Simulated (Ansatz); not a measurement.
**Geometry relaxation of RuIBr (part 2 of 2)**

Continued. System: RuIBr (slab, 3 atoms in the cell). Method: DFT, r2SCAN, plane waves, PAW, no spin polarisation (Ansatz 0.2.0); cutoff 500 eV, 12×12×1 k-mesh, Fermi–Dirac smearing of 0.02 eV. The geometry comes from this level: PBE.

Geometry of the input (Å; fractional positions):
```
3.7605  0.0000  0.0000
-1.8802  3.2567  0.0000
0.0000  0.0000  30.9650
Ru 0.3333  0.6667  0.2846
Br 0.6667  0.3333  0.3460
I  0.6667  0.3333  0.2414
```

## What the program printed, continued
```
relax step   4: F+E_penalty+E_count = -16210.76135750 eV  Δ(F+E_penalty+E_count) = -3.464e-5 eV  max|allowed force component| = 4.934e-3 eV/Å  Δτ_max = 0.0021 Å  P = +0.002 N/m  Ω = 374.895 Å³  energy of the carried Pulay correction = +2.316e-4 eV  fix = [c, alpha, beta]  reactions: c +0.000 N/m  (5 SCF iters, dr2 threshold 6.46e-8 eV, accepted)
Initial wavefunctions: pseudopotential atomic-orbital guess (no wavefunctions were taken with the density)
iter 1 solved again at ethr=1.61e-6 eV; its pass at ethr=3.10e-3 eV (dr2=6.44e-4 eV) is discarded
SCF iter   1: F=—  HF=-16210.761074 eV  |F-HF|=—  |Δ(HF+E_count)|=         —  Δρ=1.07e-5  dr2=1.27e-7  dr2_τ=4.07e-7  ethr=1.61e-6  ⟨swp⟩=4.5  Hψ=5612  notcnv=0
eigensolver tolerance schedule: the retry pair's looser diagonalisation over-reported the residual by 5083.19 of it (diagonalisation noise at an unbounded share of the residual, at the tolerance the schedule requests for it); recorded, not acted on — ethr = c·dr2/N_el stays at c = 1.0e-1
preconditioner: auto → Resta (q_TF=auto, 1.879 Å⁻¹)  ε∞=2.2  [insulator: Δε(μ)=0.810 eV  Ē_g=8.313 eV  σ=0.020 eV  W_gap=1.00  n_scr=18 (ndim 8)  ℏωp=9.0 eV  f_vac=0.771  D(μ)=0.00/eV (n_scr^D=0)  ε∞_Penn≈2.2  vacuum switching on, ρ_ref=5.0e-3 e/Å³]
SCF iter   2: F=—  HF=-16210.761135 eV  |F-HF|=—  |Δ(HF+E_count)|=   6.11e-5  Δρ=6.42e-6  dr2=1.54e-7  dr2_τ=2.81e-8  ethr=3.17e-10  ⟨swp⟩=5.9  Hψ=1679  notcnv=0
SCF iter   3: F=—  HF=-16210.761135 eV  |F-HF|=—  |Δ(HF+E_count)|=   4.32e-9  Δρ=3.75e-6  dr2=1.72e-8  dr2_τ=6.02e-9  ethr=3.17e-10  ⟨swp⟩=3.1  Hψ=702  notcnv=0
SCF iter   4: F=—  HF=-16210.761135 eV  |F-HF|=—  |Δ(HF+E_count)|=   1.57e-8  Δρ=1.17e-6  dr2=1.62e-9  dr2_τ=8.38e-10  ethr=4.29e-11  ⟨swp⟩=3.4  Hψ=896  notcnv=0
SCF iter   5: F=—  HF=-16210.761135 eV  |F-HF|=—  |Δ(HF+E_count)|=   2.32e-9  Δρ=3.61e-7  dr2=7.58e-10  dr2_τ=5.62e-11  ethr=4.06e-12  ⟨swp⟩=3.1  Hψ=932  notcnv=0
SCF iter   6: F=—  HF=-16210.761135 eV  |F-HF|=—  |Δ(HF+E_count)|=  2.00e-11  Δρ=1.72e-7  dr2=2.77e-10  dr2_τ=1.66e-11  ethr=1.90e-12  ⟨swp⟩=2.7  Hψ=729  notcnv=0
iter 7 met the thresholds in force, and the SCF goes on: an eigenvalue changes by 1.02 meV, over its tolerance of 1.01 meV (output.eigenvalues, Limitations)
SCF iter   7: F=-16210.761135 eV  HF=-16210.761135 eV  |F-HF|=1.16e-10  |Δ(HF+E_count)|=  2.18e-11  Δρ=5.56e-8  dr2=7.10e-12  dr2_τ=4.88e-13  ethr=1.00e-12  ⟨swp⟩=9.2  Hψ=3352  notcnv=0
SCF iter   8: F=-16210.761135 eV  HF=-16210.761135 eV  |F-HF|=1.13e-10  |Δ(HF+E_count)|=  2.67e-10  Δρ=9.85e-9  dr2=3.54e-13  dr2_τ=4.02e-14  ethr=1.00e-12  ⟨swp⟩=7.4  Hψ=2721  notcnv=0
SCF 5 converged in 8 iterations: F = -16210.761135 eV  dr2 = 3.54e-13
relax step   5: F+E_penalty+E_count = -16210.76113547 eV  Δ(F+E_penalty+E_count) = +2.220e-4 eV  max|allowed force component| = 4.735e-3 eV/Å  Δτ_max = 0.0000 Å  P = +0.000 N/m  Ω = 374.895 Å³  fix = [c, alpha, beta]  reactions: c +0.000 N/m  stress off target by 2.92e-4 N/m on what of the cell is left free  SCF on the basis re-selected at this cell (its energy is not comparable with the rows above)  (8 SCF iters)
```

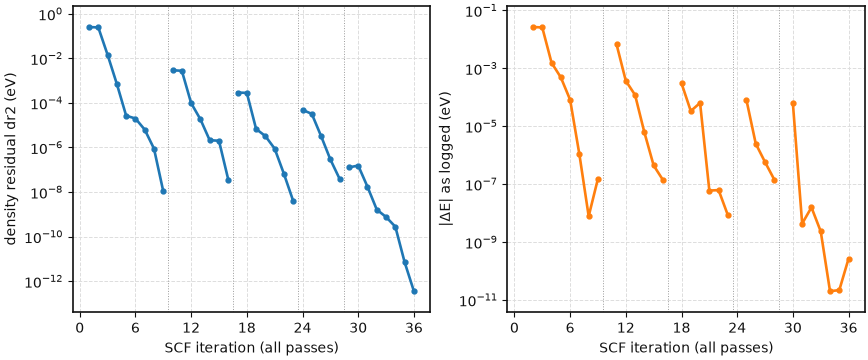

Fig. 1: Convergence of the self-consistent field: density residual dr2 and size of the energy change against the SCF iteration. The dotted lines part the SCF passes of the relaxation: geometry steps, rejected trials and re-solves on a re-selected basis. The 5 passes take 5 to 9 iterations each, 36 in all.

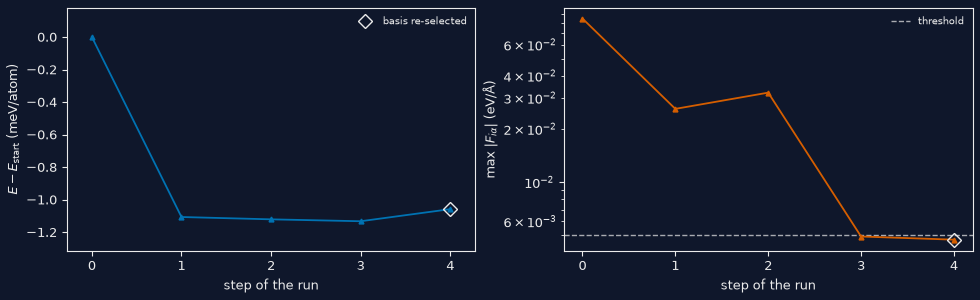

Fig. 2: Progress of the relaxation, step by step (the first geometry is step 0 here and step 1 in the log).

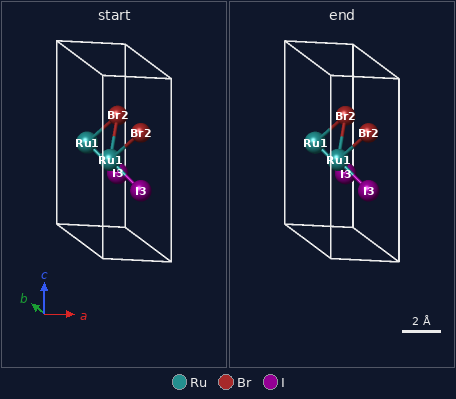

Fig. 3: Before (left) and after (right) the relaxation, at one scale (ball-and-stick view of the 1 × 2 repeat of the cell, with the vacuum cut short, seen slightly off an axis). The energy falls by 1.1 meV per atom in 3 geometry steps. Largest force component: 0.084 eV/Å at the start, 0.0047 eV/Å at the end. Br2 moves most relative to the cell: 0.005 Å. Largest moves by element: Br 0.005 Å, Ru 0.004 Å, I 0.001 Å. In the plane the drawn cell goes a 3.760 → 3.739 Å (−0.6 %), b 7.521 → 7.478 Å (−0.6 %). Among the contacts that change: Ru1–Br2 2.887 → 2.872 Å, Ru1–I3 2.550 → 2.541 Å. A last SCF at the same geometry on a re-selected plane-wave basis shifts the energy by +0.1 meV per atom. (Atoms are counted from 1 in the order of the input.)

```
basis re-selected at this cell: Δ(F+E_penalty+E_count) = +2.220e-4 eV, ΔP = -0.001 N/m vs the last step (what re-selecting the basis moved, of the pressure what is left beyond the Pulay correction that the steps carried, after the strain that the cell walked since its last selection, with what the two solves' SCF thresholds leave and, on support functions, any second-order correction that the steps lacked; it is no measure of the basis error at this ecutwfc). This SCF's stress stands 2.92e-4 N/m from its target on what of the cell is left free (relax.cell.stress_2d_tol is 5.00e-2 N/m) and its largest allowed force component is 4.74e-3 eV/Å (relax.f_tol is 5.00e-3 eV/Å): within both
SCF converged after 8 iterations
an eigenvalue changed by more than its tolerance at an iteration that met the thresholds in force, so the SCF went on 1 time: the last check found none over its tolerance
Free energy (F): -16210.761135 eV
Harris-Foulkes:  -16210.761135 eV  (|F-HF|=1.13e-10)
Internal energy: -16210.761135 eV  (E = F + TS)
E sigma→0 (E₀):  -16210.761135 eV
Fermi energy:    -4.561465 eV
--- Per-component energies (eV) ---
  E_band       = -1204.231938
  E_kinetic    = 839.255102
  E_local      = -79338.171804  (includes V_loc(G=0)·N_el)
  E_nonlocal   = 327.621315
  E_hartree    = 39061.370798
  E_xc         = -553.674351
  E_vxc        = -517.537010  (∫ρ·V_xc dr)
  E_paw        = -10590.745941  (= ΣΔE_a)
  E_vpaw       = -670.515587  (= ΣTr[D̂ρ^β])
  E_aug_tail   = 0.000057  (compensation charges beyond the density's cutoff)
  E_vtau       = 32.374352  (kinetic-family band-sum trace: ∫τ·v_τ [+ j·A + Jᵃ·Aᵃ] dr)
  E_ewald      = 34043.979786
  E_core_change = -0.396096  (= ΣΔE_core)
  E_smearing   = -0.000000  (= −TS)
  E_closure    = -0.000000  (closes the sum)
  Σ components = -16210.761135   (vs F -16210.761135, Δ=0.00e0)
--- Forces (eV/Å), atoms counted from 1 ---
  atom   1  Ru     0.00000000    -0.00000000     0.00473519
  atom   2  Br    -0.00000000     0.00000000    -0.00192050
  atom   3  I     -0.00000000     0.00000000    -0.00281509
  max |Σ_I F_I| component: 4.04e-7 eV/Å
--- 2D stress c σ (N/m, compression-positive) ---
        0.000292      -0.000000       0.000000
       -0.000000       0.000292       0.000000
        0.000000       0.000000       0.000000
  P = ½ c Tr σ = 0.0003 N/m
--- Relaxed structure (4 steps of the walk, 4 accepted, 1 SCFs on fresh bases) ---
  F+E_penalty+E_count = -16210.76113547 eV   max|allowed force component| = 4.735e-3 eV/Å   (the final SCF, on the basis selected at the relaxed cell)
  cell:  # Å, volume = 374.8948 Å³
    - [3.738987181545556, 2.8702476174462827e-11, -1.0267381627843924e-80]
    - [-1.869493590797635, 3.2380578836284797, -1.1896101319126537e-81]
    - [-8.454465071851276e-80, -6.012286252750107e-80, 30.9649853632]
  atoms:
    - { symbol: Ru, position: [0.33333333333333337, 0.6666666666666667, 0.28469370955962353] }
    - { symbol: Br, position: [0.6666666666666666, 0.3333333333333333, 0.3458698790016036] }
    - { symbol: I, position: [0.6666666666666666, 0.3333333333333333, 0.24138902773877297] }
```

## Trajectory as extended XYZ (Å, eV, eV/Å), 5 frames, from step=1 to step=5
```
3
Lattice="3.7605 0.0000 0.0000 -1.8802 3.2567 0.0000 0.0000 0.0000 30.9650" Properties=species:S:1:pos:R:3:forces:R:3 step=1 energy=-16210.75796
Ru    0.0000    2.1711    8.8119    0.0000   0.0000   0.0137
Br    1.8802    1.0856   10.7146    0.0000   0.0000  -0.0844
I     1.8802    1.0856    7.4736    0.0000   0.0000   0.0708
3
Lattice="3.7400 0.0000 0.0000 -1.8700 3.2389 0.0000 0.0000 0.0000 30.9650" Properties=species:S:1:pos:R:3:forces:R:3 step=2 energy=-16210.76128
Ru    0.0000    2.1593    8.8165    0.0000   0.0000  -0.0019
Br    1.8700    1.0796   10.7066    0.0000   0.0000   0.0260
I     1.8700    1.0796    7.4769    0.0000   0.0000  -0.0242
3
Lattice="3.7376 0.0000 0.0000 -1.8688 3.2369 0.0000 0.0000 0.0000 30.9650" Properties=species:S:1:pos:R:3:forces:R:3 step=3 energy=-16210.76132
Ru    0.0000    2.1579    8.8162    0.0000   0.0000  -0.0217
Br    1.8688    1.0790   10.7114    0.0000   0.0000  -0.0104
I     1.8688    1.0790    7.4725    0.0000   0.0000   0.0322
3
Lattice="3.7390 0.0000 0.0000 -1.8695 3.2381 0.0000 0.0000 0.0000 30.9650" Properties=species:S:1:pos:R:3:forces:R:3 step=4 energy=-16210.76136
Ru    0.0000    2.1587    8.8155    0.0000   0.0000   0.0050
Br    1.8695    1.0794   10.7099    0.0000   0.0000  -0.0020
I     1.8695    1.0794    7.4746    0.0000   0.0000  -0.0028
3
Lattice="3.7390 0.0000 0.0000 -1.8695 3.2381 0.0000 0.0000 0.0000 30.9650" Properties=species:S:1:pos:R:3:forces:R:3 step=5 energy=-16210.76114
Ru    0.0000    2.1587    8.8155    0.0000   0.0000   0.0047
Br    1.8695    1.0794   10.7099    0.0000   0.0000  -0.0019
I     1.8695    1.0794    7.4746    0.0000   0.0000  -0.0028
```

## Key numbers

- outcome: converged
- electrons treated: 40
- free energy: −16210.7611 eV
- Fermi energy: −4.561 eV
- final volume: 374.89 Å³
- largest force (length of the vector) at the end: 0.005 eV/Å
- wall time: 41 s (CPU time 2.7 min)
- peak memory: 1.5 GiB
